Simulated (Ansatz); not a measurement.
**SiHCl2F (SMILES F[SiH](Cl)Cl) at HF/def2-SVPD**

Aim: the vertical electron affinity of SiHCl2F at HF/def2-SVPD, from 2 runs. 

The results are computed with Ansatz 0.2.0.

62 further runs of the same task are left out: 62 set aside as unsound or not needed.

## Step 1: The structure to begin with

SiHCl2F has 5 atoms, charge 0, and is taken as a singlet. SMILES: `F[SiH](Cl)Cl`. The coordinates come from a PBE0-D4/def2-TZVP relaxation.

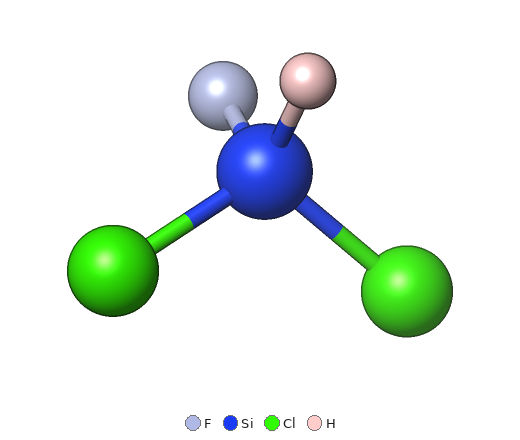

The structure, seen from a chosen angle (fluorine light blue, silicon blue, chlorine green, hydrogen pink).

## Step 2: The energy at HF/def2-SVPD

run.yaml

```yaml
crystal:
  periodic: [false, false, false]
  atoms:
    - symbol: F
      position_ang: [0.035500, -0.682700, 1.466900]
    - symbol: Si
      position_ang: [0.115700, -0.048400, 0.020800]
    - symbol: Cl
      position_ang: [-0.511900, 1.872300, 0.131500]
    - symbol: Cl
      position_ang: [-1.092800, -1.108700, -1.208300]
    - symbol: H
      position_ang: [1.503300, -0.106100, -0.452400]
basis:
  gaussian:
    orbitals: def2-SVPD
hamiltonian:
  xc: hf
accuracy: high
output:
  orbitals: {seedname: orbitals}
```

Command:

```
$ ansatz run run.yaml --threads 1 --pin off --max-ram 3480MiB --events-out events.jsonl --progress --plain --runs-dir runs
```

Output:

```text
Warning: RAYON_NUM_THREADS=1 ignored (pool sized by the plan → 1); use --threads N
Functional definition: HF
  name "HF"
  exchange = exact_x
  correlation = 0
2049 factors; integrals over basis functions are off by at most 3.2e-9 eV
mean field evaluation 1: about -35581.7734 eV, gradient 2.9e1 eV
mean field evaluation 2: about -35581.8334 eV, gradient 2.9e1 eV
mean field evaluation 4: about -35583.7107 eV, gradient 2.0e0 eV
mean field evaluation 8: about -35583.7309 eV, gradient 1.2e-4 eV
mean field -35583.73092534 eV, -1307.6779919871 hartree, gradient 7.8e-8 eV, S^2 0.000000; 0 other end points of the search recorded, 0 dependent functions left out
reference -35583.73092534 eV, -1307.6779919871 hartree; 29, 29 occupied and 80, 80 virtual orbitals, 2049 factors
Total energy: -35583.73092534 eV, -1307.6779919871 hartree
```

It took 1.3 s on 1 thread of AMD EPYC 9R45 (Zen 5), shared host; peak memory 0.35 GiB.

## Step 3: The doublet anion, same level

input.yaml

```yaml
crystal:
  periodic: [false, false, false]
  atoms:
    - {symbol: F, position_ang: [0.035500, -0.682700, 1.466900]}
    - {symbol: Si, position_ang: [0.115700, -0.048400, 0.020800]}
    - {symbol: Cl, position_ang: [-0.511900, 1.872300, 0.131500]}
    - {symbol: Cl, position_ang: [-1.092800, -1.108700, -1.208300]}
    - {symbol: H, position_ang: [1.503300, -0.106100, -0.452400]}
basis:
  gaussian:
    orbitals: def2-SVPD
total_charge: -1
hamiltonian:
  xc: hf
accuracy: high
output:
  orbitals: {seedname: orbitals}
magnetization:
  spin_polarized: true
  initial_magnetization: 1
```

Command:

```
$ ansatz run input.yaml --threads 1 --pin off --max-ram 3480MiB --events-out events.jsonl --progress --plain --runs-dir runs
```

Output (excerpt; [...] marks lines left out):

```text
Warning: RAYON_NUM_THREADS=1 ignored (pool sized by the plan → 1); use --threads N
[... 2 set-up lines as earlier in the session ...]
[...]
2048 factors; integrals over basis functions are off by at most 3.2e-9 eV
[...]
mean field -35581.53607065 eV, -1307.5973325648 hartree, gradient 4.5e-8 eV, S^2 0.750809; 3 other end points of the search recorded, 0 dependent functions left out
reference -35581.53607065 eV, -1307.5973325648 hartree; 30, 29 occupied and 79, 80 virtual orbitals, 2048 factors
Total energy: -35581.53607065 eV, -1307.5973325648 hartree
```

It took 14 s on 1 thread of AMD EPYC 9R45 (Zen 5), shared host; peak memory 0.57 GiB.

## Step 4: What came out

At HF/def2-SVPD:

| quantity | value |
| --- | --- |
| singlet SiHCl2F: total energy | -1307.67799 Eh |
| singlet SiHCl2F: HOMO energy | -13.08 eV |
| singlet SiHCl2F: LUMO energy | 2.21 eV |
| singlet SiHCl2F: HOMO–LUMO gap | 15.30 eV |
| doublet anion: total energy | -1307.59733 Eh |
| doublet anion: HOMO energy (highest over α and β) | 2.17 eV |
| doublet anion: LUMO energy (lowest over α and β) | 5.42 eV |
| doublet anion: ⟨S²⟩ | 0.751 |
| vertical electron affinity (to the doublet anion) | -2.195 eV |

What this shows: The anion lies 2.19 eV (51 kcal/mol) above the neutral: the electron isn't bound at this level, and such a value depends on the basis. Hartree–Fock misses the correlation that binds many anions. The HOMO (doublet anion) lies at positive energy, 2.17 eV: the electron is unbound at this level or held by a compact basis; values depend on the basis.
